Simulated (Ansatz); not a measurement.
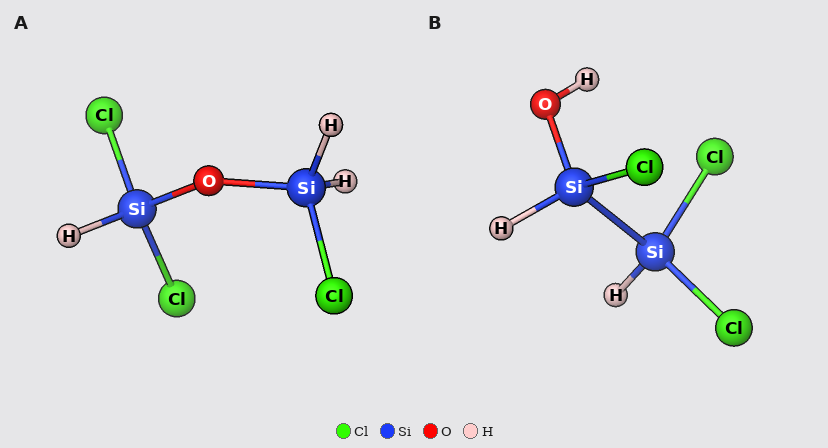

2 stationary structures of one formula. Geometries: PBE-D4/def2-SVP. Electronic energies: PBE-D4/def2-SVP (Ansatz 0.2.0), without zero-point energy. No frequency run is at hand to confirm each as a minimum. Each is one conformer, not always the lowest.

Are they conformers, stereoisomers or constitutional isomers?

Answer. They are constitutional isomers of Cl3H3OSi2: A `Cl[SiH2]O[SiH](Cl)Cl`, B `O[Si@H](Cl)[SiH](Cl)Cl`.

Rank them by energy, lowest first.

Answer. A is lowest; B lies 1.049 eV above it.
